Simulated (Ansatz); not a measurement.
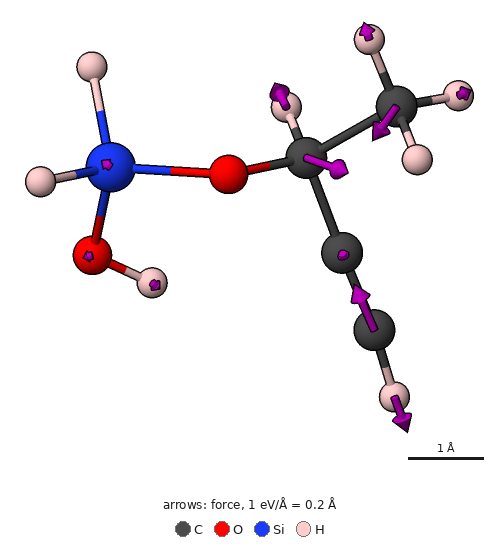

Starting geometry of C₄H₈O₂Si with the computed forces as purple arrows. The picture is a ball-and-stick view, seen at a tilt.

The run prepares an end point of a later path (torsion) calculation, from a guessed geometry.

Level of theory: RKS B3LYP-D4/def2-SVP (Ansatz 0.2.0). Set-up: no spin polarisation; force threshold 0.015 eV/Å; at most 40 steps.

**Is this structure relaxed? If not, where do the atoms go?**

It isn't relaxed: the largest force vector, on a C atom, is 4.65 eV/Å. The final displacements have little in common with the starting forces (cosine between the two patterns 0.04). The largest move after the best rigid fit is that of an H atom, 1.08 Å. Largest moves by element: H 1.08 Å, O 0.92 Å, C 0.57 Å, Si 0.20 Å. Among the contacts that change: C–C 1.634 → 1.527 Å, C–H 1.035 → 1.109 Å, C–H 1.015 → 1.074 Å, C–H 1.062 → 1.100 Å. Bond angles that change, for instance: C–O–Si 119.1° → 125.0°, C–C–H 111.9° → 106.9°, H–C–H 113.9° → 109.2°. Groups turn about C–O by about 35°, O–Si by about 35°. The energy falls by 11.6 kcal/mol in 17 accepted moves (19 points after the start). Largest force component: 3.3 eV/Å at the start, 0.012 eV/Å at the end. The line search rejected the trial steps at points 10, 12 of the run. The run took 89 s on 2 threads of Arm Neoverse V2 (shared host), peak memory 0.41 GiB.
